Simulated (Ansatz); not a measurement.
**CH3B (SMILES B[CH]) at 3 levels**

We compute a comparison of 3 runs (UHF/STO-3G, UPBE/STO-3G, USVWN5/STO-3G) of CH3B. 

Program for the calculation: Ansatz 0.2.0.

49 further runs of the same task are left out: 3 that didn't finish, 46 set aside as unsound or not needed.

### 1 Starting point

The species is CH3B (5 atoms), meant as a triplet with charge 0. As SMILES, `B[CH]`. The C2–B1 distance was set to 3.657 Å, away from the relaxed value. At this shape a bond of the SMILES string is far longer than usual.

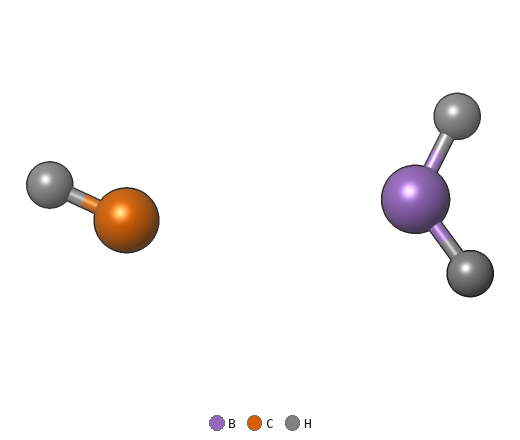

Viewed from a chosen angle; boron purple, carbon orange, hydrogen grey.

### 2 A single-point energy at UHF/STO-3G (run 1)

The input, in.yaml:

```yaml
crystal:
  periodic: [false, false, false]
  atoms:
    - {symbol: B, position_ang: [-1.642429, -2.172816, 0.034554]}
    - {symbol: C, position_ang: [0.507540, 0.779550, -0.141970]}
    - {symbol: H, position_ang: [-1.598529, -2.889666, 0.972734]}
    - {symbol: H, position_ang: [-2.394599, -2.444156, -0.825456]}
    - {symbol: H, position_ang: [1.258080, 1.412850, 0.277880]}
basis:
  gaussian: {orbitals: STO-3G}
magnetization: {spin_polarized: true, initial_magnetization: 2}
hamiltonian: {xc: hf}
accuracy: high
```

On the command line:

```
ansatz run in.yaml --threads 1 --pin off --max-ram 2610MiB --events-out events.jsonl --progress --plain --runs-dir runs
```

Standard output:

```text
Warning: RAYON_NUM_THREADS=1 ignored (pool sized by the plan → 1); use --threads N
Functional definition: HF
  name "HF"
  exchange = exact_x
  correlation = 0
190 factors; integrals over basis functions are off by at most 1.4e-8 eV
mean field evaluation 1: about -1711.8207 eV, gradient 1.4e1 eV
mean field evaluation 2: about -1711.8241 eV, gradient 1.4e1 eV
mean field evaluation 4: about -1718.4732 eV, gradient 5.4e0 eV
mean field evaluation 8: about -1719.0954 eV, gradient 2.1e-1 eV
mean field evaluation 16: about -1719.2212 eV, gradient 2.0e-2 eV
mean field evaluation 32: about -1719.2162 eV, gradient 1.9e-2 eV
mean field evaluation 64: about -1718.7968 eV, gradient 2.3e0 eV
mean field evaluation 96: about -1719.7430 eV, gradient 1.9e0 eV
mean field evaluation 128: about -1719.2149 eV, gradient 6.4e-1 eV
mean field -1719.80636084 eV, -63.2017180343 hartree, gradient 1.6e-8 eV, S^2 3.002128; 7 other end points of the search recorded, 0 dependent functions left out
reference -1719.80636084 eV, -63.2017180343 hartree; 8, 6 occupied and 5, 7 virtual orbitals, 190 factors
Total energy: -1719.80636084 eV, -63.2017180343 hartree
```

Wall time 0.16 s (1 thread of Arm Neoverse V1, shared host).

### 3 The energy at UPBE/STO-3G (run 2)

The input, run.yaml:

```yaml
basis:
  gaussian:
    orbitals: STO-3G
crystal:
  periodic: [false, false, false]
  atoms:
    - {symbol: B, position_ang: [-1.642429, -2.172816, 0.034554]}
    - {symbol: C, position_ang: [0.507540, 0.779550, -0.141970]}
    - {symbol: H, position_ang: [-1.598529, -2.889666, 0.972734]}
    - {symbol: H, position_ang: [-2.394599, -2.444156, -0.825456]}
    - {symbol: H, position_ang: [1.258080, 1.412850, 0.277880]}
magnetization:
  spin_polarized: true
  initial_magnetization: 2
hamiltonian:
  xc: {name: PBE}
accuracy: high
```

On the command line:

```
ansatz run run.yaml --threads 1 --pin off --max-ram 2610MiB --events-out events.jsonl --progress --plain --runs-dir runs
```

Standard output:

```text
Warning: RAYON_NUM_THREADS=1 ignored (pool sized by the plan → 1); use --threads N
Functional definition: PBE
  name "PBE"
  parameter kappa = 0.804
  parameter beta = 0.06672455060314922
  exchange = pbe_x(kappa = kappa, mu = beta*pi^2/3)
  correlation = pbe_c(beta = beta)
190 factors; integrals over basis functions are off by at most 1.4e-8 eV
mean field evaluation 1: about -1719.4961 eV, gradient 1.7e1 eV
mean field evaluation 2: about -1609.4377 eV, gradient 4.0e1 eV
mean field evaluation 4: about -1719.2560 eV, gradient 1.5e1 eV
mean field evaluation 8: about -1724.0874 eV, gradient 7.2e0 eV
mean field evaluation 16: about -1726.1086 eV, gradient 1.8e-7 eV
mean field evaluation 32: about -1726.1066 eV, gradient 6.4e-2 eV
mean field -1726.10859634 eV, -63.4333209169 hartree, gradient 1.8e-8 eV, S^2 2.201173; 5 other end points of the search recorded, 0 dependent functions left out
reference -1726.10859834 eV, -63.4333209904 hartree; 8, 6 occupied and 5, 7 virtual orbitals, 190 factors
Total energy: -1726.10859834 eV, -63.4333209904 hartree
```

Run time: 6 s. Hardware: 1 thread of Arm Neoverse V1, shared host; peak memory 0.11 GiB.

### 4 A single-point energy at USVWN5/STO-3G (run 3)

The input, input.yaml:

```yaml
crystal:
  periodic: [false, false, false]
  atoms:
    - symbol: B
      position_ang: [-1.642429, -2.172816, 0.034554]
    - symbol: C
      position_ang: [0.507540, 0.779550, -0.141970]
    - symbol: H
      position_ang: [-1.598529, -2.889666, 0.972734]
    - symbol: H
      position_ang: [-2.394599, -2.444156, -0.825456]
    - symbol: H
      position_ang: [1.258080, 1.412850, 0.277880]
basis:
  gaussian: {orbitals: STO-3G}
magnetization: {spin_polarized: true, initial_magnetization: 2}
hamiltonian: {xc: {name: SVWN5}}
accuracy: high
```

On the command line:

```
ansatz run input.yaml --threads 1 --pin off --max-ram 2610MiB --events-out events.jsonl --progress --plain --runs-dir runs
```

Standard output:

```text
Warning: RAYON_NUM_THREADS=1 ignored (pool sized by the plan → 1); use --threads N
Functional definition: SVWN5
  name "SVWN5"
  exchange = slater_x
  correlation = vwn5_c
190 factors; integrals over basis functions are off by at most 1.4e-8 eV
mean field evaluation 1: about -1702.0671 eV, gradient 1.7e1 eV
mean field evaluation 2: about -1592.4479 eV, gradient 4.1e1 eV
mean field evaluation 4: about -1704.5930 eV, gradient 1.7e1 eV
mean field evaluation 8: about -1705.3509 eV, gradient 1.4e1 eV
mean field evaluation 16: about -1709.1094 eV, gradient 9.2e-2 eV
mean field evaluation 32: about -1697.9477 eV, gradient 1.5e1 eV
mean field -1709.16746009 eV, -62.8107456428 hartree, gradient 4.1e-8 eV, S^2 2.069871; 5 other end points of the search recorded, 0 dependent functions left out
reference -1709.16746199 eV, -62.8107457129 hartree; 8, 6 occupied and 5, 7 virtual orbitals, 190 factors
Total energy: -1709.16746199 eV, -62.8107457129 hartree
```

Wall time 1.6 s (1 thread of Arm Neoverse V1, shared host); peak memory 0.094 GiB.

### 5 Overview of the runs

```tsv
run	level	energy (Eh)	⟨S²⟩	wall time
1	UHF/STO-3G	-63.201718	3.002	0.16 s
2	UPBE/STO-3G	-63.433321	2.201	6 s
3	USVWN5/STO-3G	-62.810746	2.070	1.6 s
```

### 6 Outcome

| quantity | value |
| --- | --- |
| run 3: total energy | -62.81075 Eh |
| run 3: ⟨S²⟩ | 2.070 |

In words: Totals of different functionals can't be ranked against each other. In runs 1, 2, 3 the basis is minimal, so the values are rough. Spin contamination of the reference: run 1 ⟨S²⟩ = 3.00, run 2 ⟨S²⟩ = 2.20. Where it is this large, the reference is a mixture of spin states, and values that rest on it are in doubt. All runs together took 7.8 s, the longest 6 s.
